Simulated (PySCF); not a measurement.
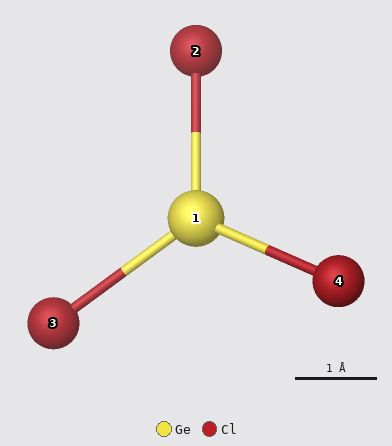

Figure 1. The structure (ball-and-stick view, seen at a tilt; atoms are numbered from 1 in the order of the input). Sticks mark near contacts.

**Frequency calculation, with input and output: GeCl₃**

System: GeCl₃, multiplicity 2.
Method: UKS-based PBE0, Ge def2-TZVP, Cl def2-TZVP; non-relativistic Hamiltonian; density fitting (PySCF 2.14.0).

**What the program printed**
```
init E= -3457.00258407824
  alpha nocc = 42  HOMO = -0.235718706070518  LUMO = -0.110591221952063
  beta  nocc = 41  HOMO = -0.348442567955632  LUMO = -0.148526959949233
  HOMO = -0.235718706071  LUMO = -0.148526959949  gap/eV = 2.37261
cycle= 1 E= -3457.00258407821  delta_E= 3.77e-11  |g|= 1.25e-05  |ddm|= 1.67e-05
  alpha nocc = 42  HOMO = -0.235720694860078  LUMO = -0.110594649853741
  beta  nocc = 41  HOMO = -0.348442359298817  LUMO = -0.148528934252578
  HOMO = -0.23572069486  LUMO = -0.148528934253  gap/eV = 2.37261
cycle= 2 E= -3457.0025840781  delta_E= 1.05e-10  |g|= 2.03e-05  |ddm|= 2.68e-05
  alpha nocc = 42  HOMO = -0.235719623661691  LUMO = -0.110592687100855
  beta  nocc = 41  HOMO = -0.348442636156619  LUMO = -0.148527854758019
  HOMO = -0.235719623662  LUMO = -0.148527854758  gap/eV = 2.37261
cycle= 3 E= -3457.00258407827  delta_E= -1.7e-10  |g|= 4.78e-07  |ddm|= 1.63e-05
  alpha nocc = 42  HOMO = -0.235719553751334  LUMO = -0.110592638921222
  beta  nocc = 41  HOMO = -0.348442567023022  LUMO = -0.14852778144094
  HOMO = -0.235719553751  LUMO = -0.148527781441  gap/eV = 2.37261
cycle= 4 E= -3457.00258407827  delta_E= 1.82e-12  |g|= 8.5e-08  |ddm|= 4.25e-07
  alpha nocc = 42  HOMO = -0.235719558694949  LUMO = -0.11059265834065
  beta  nocc = 41  HOMO = -0.348442564132553  LUMO = -0.148527782507486
  HOMO = -0.235719558695  LUMO = -0.148527782507  gap/eV = 2.37261
Extra cycle  E= -3457.00258407827  delta_E= 1.82e-12  |g|= 7.34e-08  |ddm|= 1.98e-07
converged SCF energy = -3457.00258407827  <S^2> = 0.75607026  2S+1 = 2.0060611
```

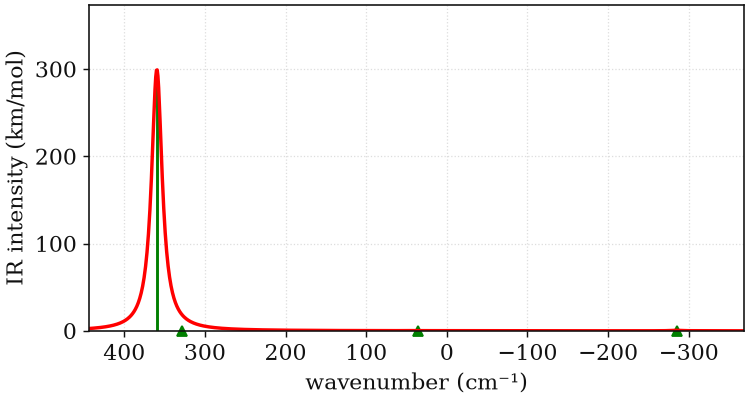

Figure 2. Harmonic infrared spectrum, unscaled: sticks (degenerate modes added up, dark ones marked on the axis) with a Lorentzian envelope of 16 cm⁻¹ full width, scaled to the tallest stick; imaginary modes are drawn at negative wavenumbers. 6 modes from 285i to 360 cm⁻¹, 1 imaginary beyond 8i (285i cm⁻¹): a first-order saddle point, if the geometry is stationary. The strongest line is at 360 cm⁻¹ (299 km/mol). All modes, in cm⁻¹ (km/mol): 285i (0.6), 35 (0.1), 35 (0.1), 328 (0.0), 360 (150), 360 (150).

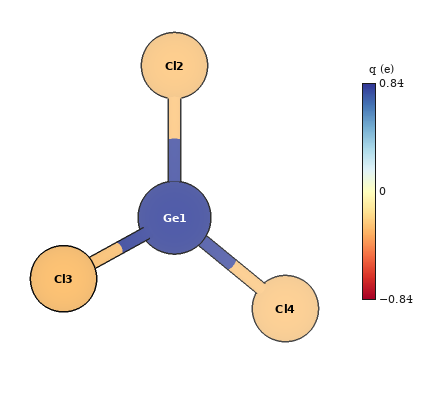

Figure 3. Mulliken charges, as the colour of each atom (ball-and-stick view, seen at a tilt; atoms are numbered from 1 in the order of the input; Mulliken charges depend strongly on the basis). By element: Ge +0.80 and Cl −0.27 e.

This output came from the following input.

**The input**
```python
from pyscf import gto, scf, dft
mol = gto.M(atom='''
Ge     0.000000    -0.000000     0.000000
Cl     2.220307     0.000000     0.000000
Cl    -1.110154     1.922843     0.000000
Cl    -1.110154    -1.922843     0.000000''',
    basis={'Ge': 'def2-TZVP', 'Cl': 'def2-TZVP'},
    charge=0, spin=1)
mf = dft.UKS(mol, xc='PBE0')
mf.grids.atom_grid = (75, 302)
aux = {'Ge': 'def2-universal-JKFIT', 'Cl': 'def2-universal-JKFIT'}
mf = mf.density_fit(auxbasis=aux)
mf.conv_tol = 1e-09
mf.diis_space = 10
mf.max_cycle = 60
mf.verbose = 4
mf.kernel()
```

The script is an equivalent of the set-up of the self-consistent field. The run itself was carried out by a driver, which started from the orbitals of the step before it where there was one and computed the further properties.

Command:
```bash
OMP_NUM_THREADS=4 python axn.py task.json out
```

**Key numbers**

```json
{"quantity": "outcome", "value": "converged"}
{"quantity": "total energy", "value": "−3457.002584 hartree"}
{"quantity": "⟨S²⟩", "value": "0.756"}
{"quantity": "zero-point energy", "value": "0.002546 hartree"}
{"quantity": "dipole moment", "value": "0.00 D"}
{"quantity": "wavenumbers, lowest and highest", "value": "285i and 360 cm⁻¹"}
{"quantity": "hardware", "value": "4 threads of Arm Neoverse V2, 24 GiB of memory available, shared host"}
{"quantity": "wall time", "value": "62 s (CPU time 3.4 min)"}
{"quantity": "peak memory", "value": "1.6 GiB"}
```
